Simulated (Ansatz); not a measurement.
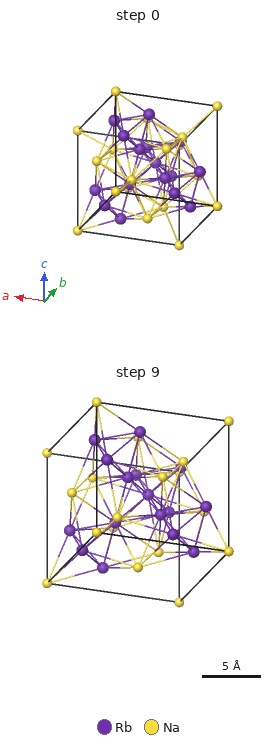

The structure of a crystal of Rb2Na (built on the cubic Laves (C15)_227 type) (coarse preliminary run) before (top) and after (bottom) a relaxation, at one scale.

A ball-and-stick model of the conventional cell (4 times the calculation's cell), seen from a free direction. Lengths and directions refer to the drawn axes.

Case: cubic Laves (C15) type (Fd-3m, No. 227).

Method: DFT PBE, scalar-relativistic, plane waves, PAW in Ansatz. (plane-wave cutoff 420 eV; k-point mesh 4 × 4 × 4; occupations gaussian; smearing width 0.1 eV; no spin polarisation; cell and atoms relaxed; force threshold 0.04 eV/Å; at most 70 steps)

Describe what moved and what it gained.

Answer. The atoms keep their places relative to the cell (all moves are under 0.005 Å). Cell: a = b = c 9.396 → 12.225 Å (+30.1 %). Volume +120.3 %. Some distances before and after: Na–Na 4.069 → 5.294 Å, Na–Rb 3.895 → 5.068 Å, Rb–Rb 3.322 → 4.322 Å. The space group stays Fd-3m (No. 227). Over 7 accepted moves (9 points after the start) the energy falls by 619 meV per atom. All forces vanish by symmetry, so only the cell relaxes. Pressure: 8.70 GPa at the start and 0.07 GPa at the end. At 2 points the geometry stayed and the basis and grid were re-selected for the new cell (energy shift of 40.2 meV per atom at most each time).
